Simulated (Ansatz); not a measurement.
**CH3Cl2In···H2O: density, localisation and related maps**

The calculation's input:

```
crystal:
  periodic: [false, false, false]
  atoms:
    - { symbol: In, position_ang: [-0.9884, -0.3117, -0.9172] }
    - { symbol: C, position_ang: [0.8315, -0.6296, 0.8231] }
    - { symbol: Cl, position_ang: [-0.5681, -1.4036, -2.9124] }
    - { symbol: Cl, position_ang: [-3.1883, 0.0995, -0.3231] }
    - { symbol: H, position_ang: [0.5589, 0.6555, 0.3406] }
    - { symbol: O, position_ang: [0.2382, 1.7002, -0.3219] }
    - { symbol: H, position_ang: [1.3368, -1.3826, 0.2177] }
    - { symbol: H, position_ang: [1.6051, -0.1016, 1.3838] }
    - { symbol: H, position_ang: [0.1769, -1.1172, 1.5471] }
    - { symbol: H, position_ang: [-0.0026, 2.4911, 0.1623] }
basis:
  gaussian: { orbitals: def2-SVP }
hamiltonian:
  xc: cam_b3lyp
relax:
  f_tol: 0.15
  max_steps: 25
  restrain:
    - { distance: [0, 5], at: 3.38, k: 30.0 }
    - { distance: [4, 1], at: 2.37, k: 30.0 }
    - { distance: [0, 1], at: 2.18, k: 30.0 }
    - { distance: [4, 5], at: 0.97, k: 30.0 }
output:
  orbitals: {}
```

Run with:

```sh
ansatz run input.yaml --threads 4 --pin off --max-ram 5120MiB --backend cpu --events-out ev --progress --plain --runs-dir out
```

The fields are those of the run's last geometry, not of the input's.

Core potentials replace the inner electrons of In; not at a stationary point (largest force 0.7 eV/Å).

Method: Ansatz, RKS CAM-B3LYP/def2-SVP.

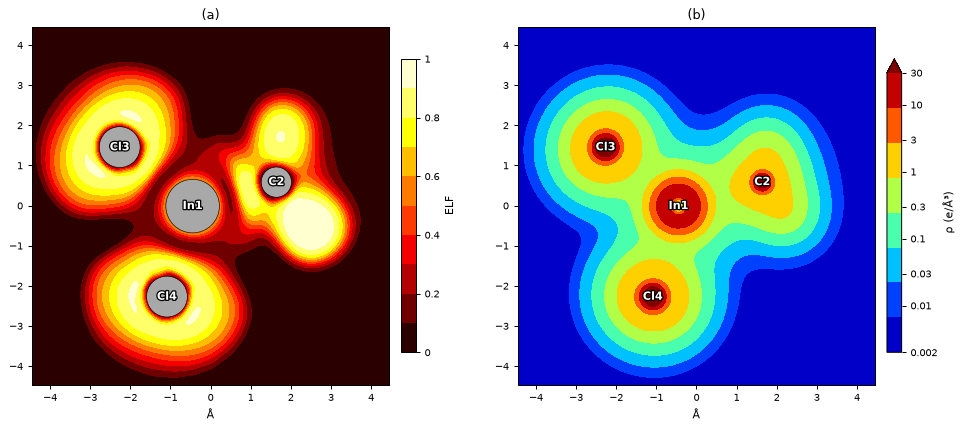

Figure 1. (a) ELF; (b) electron density on the plane of atoms C2, In1 and Cl3. Grey discs cover the atomic cores in the ELF map.

Describe what can be read from this map.

Answer.
- The plane passes through In, C and Cl nuclei.
- C–In (2.17 Å): ρ at the midpoint is about 0.64 e/Å³; the ELF peaks at about 0.90 in the valence shell of C, 0.7 Å from its nucleus, and drops to about 0.20 between the two atoms.
- In–Cl (2.34 Å): ρ at the midpoint is about 0.52 e/Å³; the ELF peaks at about 0.85 in the valence shell of Cl, 0.8 Å from its nucleus, and drops to about 0.15 between the two atoms.
- The ELF also peaks beside Cl4 and Cl3, away from the bonds: lone-pair regions.

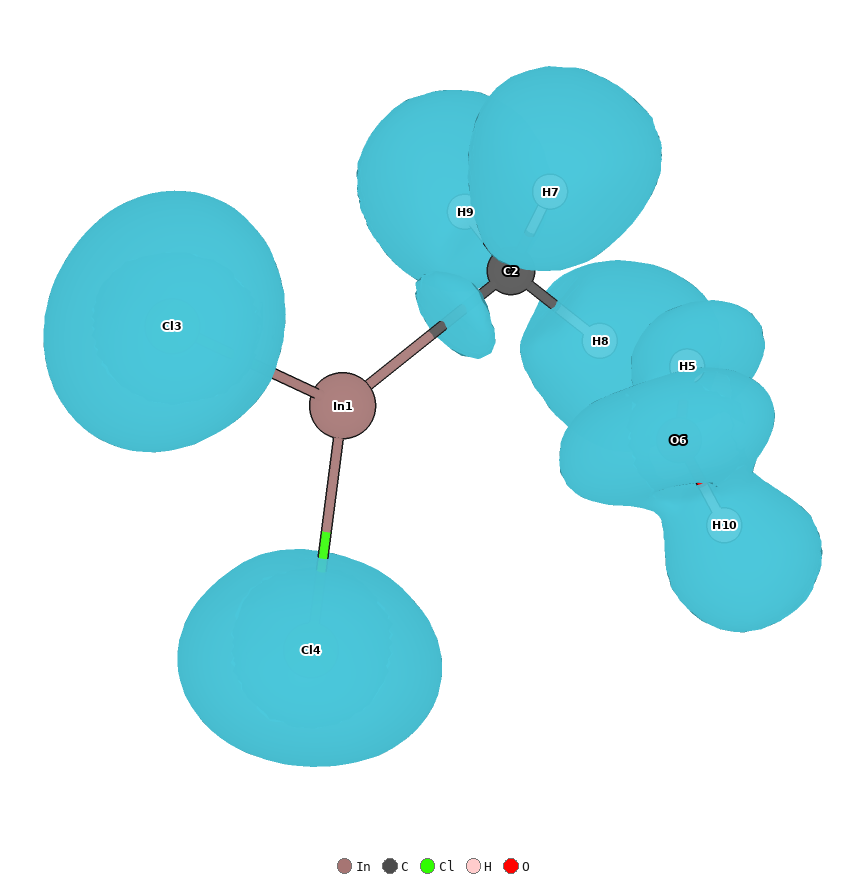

Figure 2. Isosurface of the electron localisation function at 0.8 (cyan), seen at a tilt. Only the valence region is drawn (cores and ρ < 0.01 e/Å³ removed).

Where are the electrons localised?

Answer. At this value the surface marks out three regions around hydrogen nuclei, one lobe of the valence shell of C pointing towards In (polar bonds), two regions wrapped around Cl (the valence shell of each) and one joined region spread over several atoms (H, O), in which their bonds and any lone pairs are merged.


C2···H5 (2.38 Å): the ELF dips to about 0.05 between them.

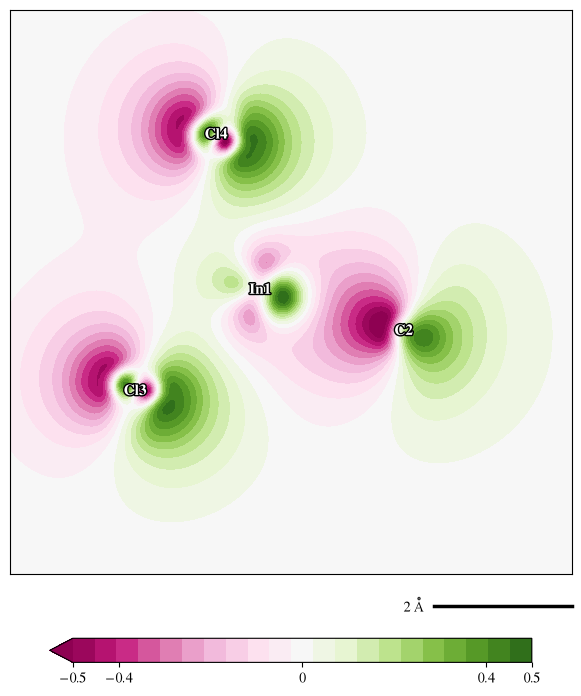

Figure 3. The HOMO on the plane of atoms C2, In1 and Cl4 (values in Å⁻³ᐟ²; the overall sign is arbitrary).

Describe this orbital and give its energy.

Answer. Its weight (Hirshfeld) is mainly on Cl4 (about 30 %), Cl3 (about 30 %), C2 (about 20 %) and In1 (about 10 %). Its energy is −9.58 eV.

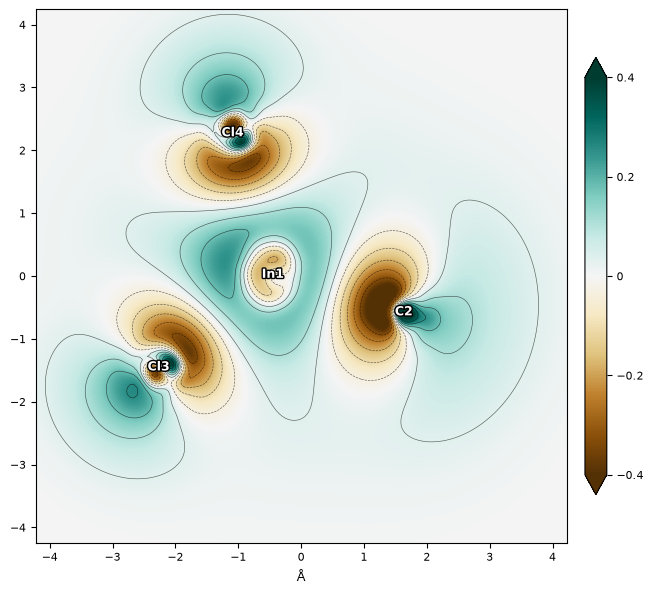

Figure 4. The LUMO on the plane of atoms C2, In1 and Cl4 (values in Å⁻³ᐟ²; the overall sign is arbitrary).

Where does this orbital lie, and at what energy?

Answer. By Hirshfeld shares it lies mainly on In1 (about 50 %), C2 (about 15 %), Cl3 (about 15 %) and Cl4 (about 15 %). Its energy is −0.53 eV.
